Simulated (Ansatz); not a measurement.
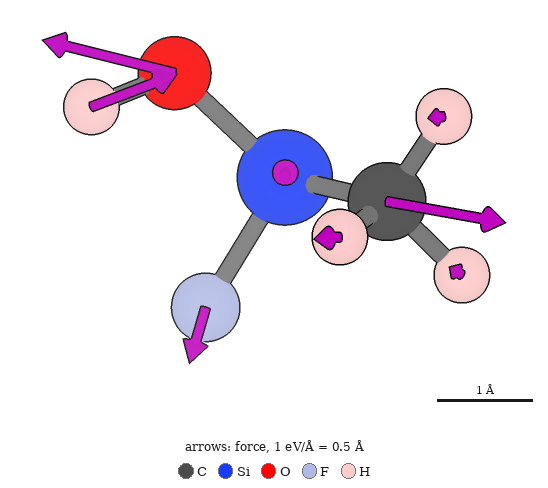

Starting geometry of CH$_{4}$FOSi (multiplicity 2) (coarse preliminary run) with the computed forces as purple arrows. The picture is a ball-and-stick view, seen at a tilt.

The start comes from a force field.

Method: Ansatz, UKS PBE-D4/def2-SVP.

The input:
```yaml
crystal:
  periodic: [false, false, false]
  atoms:
    - {symbol: C, position_ang: [-0.645100, 0.822900, -0.018400]}
    - {symbol: Si, position_ang: [-0.229000, -0.915000, 0.109400]}
    - {symbol: O, position_ang: [1.133300, -1.147800, 0.970800]}
    - {symbol: F, position_ang: [0.167900, -1.439800, -1.369900]}
    - {symbol: H, position_ang: [0.106800, 1.443900, -0.516800]}
    - {symbol: H, position_ang: [-0.891000, 1.319800, 0.952500]}
    - {symbol: H, position_ang: [-1.569400, 0.994000, -0.632300]}
    - {symbol: H, position_ang: [2.018700, -1.135000, 0.448900]}
basis:
  gaussian: {orbitals: def2-SVP}
magnetization: {spin_polarized: true, initial_magnetization: 1}
hamiltonian: {xc: pbe, dispersion: d4}
relax: {f_tol: 0.03, max_steps: 200}
```

Command:
```bash
ansatz run in.yaml --threads 4 --pin off --events-out ev --progress --plain --max-ram 10444MiB
```

### Is this structure relaxed? If not, where do the atoms go?

It isn't relaxed: the largest force vector, on O3, is 3.11 eV/Å. The final displacements follow the starting forces only in part (cosine between the two patterns 0.40). Over 15 accepted moves (16 points after the start) the energy falls by 36.2 kJ/mol. The largest force component goes from 3.1 to 0.012 eV/Å. The line search rejected the trial step at point 5 of the run. The largest move after the best rigid fit is that of H8, 0.66 Å. Largest moves by element: H 0.66 Å, O 0.51 Å, Si 0.17 Å, F 0.17 Å, C 0.11 Å. Near-neighbour distances that change, for instance: C1–Si2 1.792 → 1.883 Å, O3–H8 1.028 → 0.974 Å, Si2–O3 1.629 → 1.681 Å, Si2–F4 1.619 → 1.653 Å. Bond angles that change, for instance: Si2–C1–H5 115.0° → 108.7°, C1–Si2–O3 111.8° → 105.7°, O3–Si2–F4 103.4° → 109.2°. Groups turn about Si2–O3 by about 90°. The run took 15 s on 4 threads of Arm Neoverse V2, with other jobs on the host.
